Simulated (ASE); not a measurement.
Pair distribution function (C-Nb) of NbC (rock salt; ideal stoichiometry), cell Nb32C32, with the crystal as the starting point [in the run: it stayed crystalline; mean temperature 304 K (target 300 K); density 7.56 g/cm³, volume +3 % from the start crystal's], from MD at 304 K. These are the machine-learned potential CHGNet 0.3.0 (ASE) values and carry that method's errors. Volume per atom 11.52 Å³, mean pressure 0.0 GPa. 

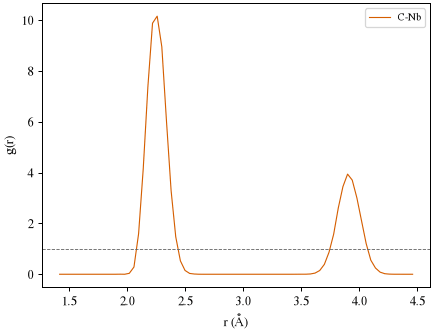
Fig. 1. Pair distribution from the trajectory

**Question.** Read off the position and height of the first peak of the C-Nb curve, where the first shell ends and the number of neighbours in it.

**Answer.** first peak at 2.25 Å with height 10; g is nil from 2.6 to 3.5 Å, so any cut there serves; 6.0 Nb round each C and 6.0 C round each Nb in the shell, from n = 4πρ∫r²g(r)dr.
